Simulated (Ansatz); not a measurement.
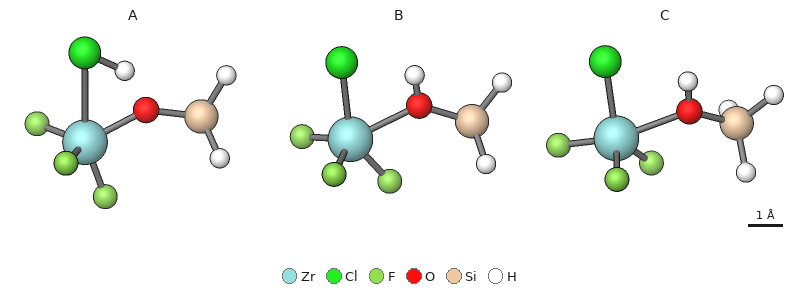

3 geometries from a converged minimum-energy path of ZrSiH4OClF3, shuffled. The picture is a ball-and-stick view, seen at a tilt.

Computed with RKS PBE-D4/def2-SVP in Ansatz 0.2.0. Run with 5 movable images; climbing image; force threshold 0.05 eV/Å; iteration limit 60; starting path through a guess of the saddle point.

Q: Which frame is the transition state?

A: A. In order along the path, whose images run from 0 to 6: C (image 1, +0.02 eV), B (image 3, +0.08 eV), A (image 5, +0.61 eV). A hydrogen atom shifts from one atom to another. Breaking: H–O (0.98 → 1.69 Å). Forming: Cl–H (2.58 → 1.35 Å).
